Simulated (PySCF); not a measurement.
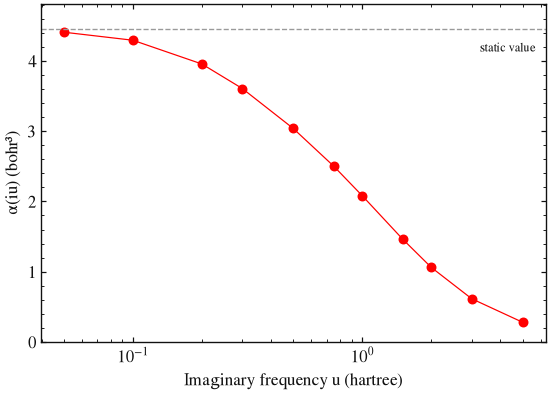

Dipole polarisability at imaginary frequency of Sc²⁺ ([Ar] 3d). Coupled response at the HF level; PySCF, aug-cc-pwCVTZ-DK plus 1 diffuse shell for each l, spin-free X2C-1e, unrestricted single determinants, no spin-orbit coupling.

Describe the response.

The static dipole polarisability is 4.45 bohr³; α(iu) falls to half of it near u = 0.91 hartree. The Casimir–Polder integral gives C₆ = 13.4 hartree bohr⁶ for two such species.
